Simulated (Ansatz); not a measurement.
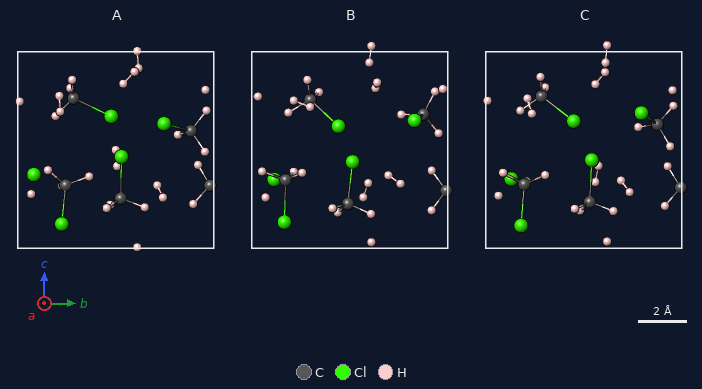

3 geometries from one relaxation of an amorphous cell of composition H₂₇C₅Cl₅, in shuffled order. The picture is a ball-and-stick view of the cell of the calculation (origin shifted), seen along the a axis.

The cell holds 5 CH3Cl + 6 H2. The run prepares the start of a later molecular dynamics calculation, from a guessed geometry.

These are results of DFT r2SCAN-D3(BJ), scalar-relativistic, plane waves, PAW in Ansatz 0.2.0, not measurements. Settings: plane-wave cutoff 500 eV; k-point mesh 1 × 1 × 1; occupations fermi dirac; smearing width 0.05 eV; no spin polarisation; atoms relaxed in a fixed cell; force threshold 0.3 eV/Å; at most 15 steps.

### Put them in the order of the run, from the start to the converged end.

A, C, B. They are steps 0, 6, 14, at +47.3 meV per atom, +7.6 meV per atom relative to the last. Over 13 accepted moves (14 points after the start) the energy falls by 47.3 meV per atom. Largest force component: 0.72 eV/Å at the start, 0.17 eV/Å at the end. 1 step only repeated the SCF at the same geometry. The forces were under the threshold at step 6, but the run went on from there. The atom that moves furthest is an H atom (1.62 Å roughly along [0 1 −2]). Largest moves by element: H 1.62 Å, Cl 1.31 Å, C 0.82 Å. The cell doesn't change. Some distances before and after: C–Cl 1.777 → 1.798 Å, H–H 0.737 → 0.747 Å. Cost: 6.4 min on 1 thread of Arm Neoverse V1 (shared host), peak memory 0.96 GiB.

Limits of the set-up: the program's low-accuracy preset was used; the periodic images lie only 8.3 Å apart, so the values are limited by the cell's size.
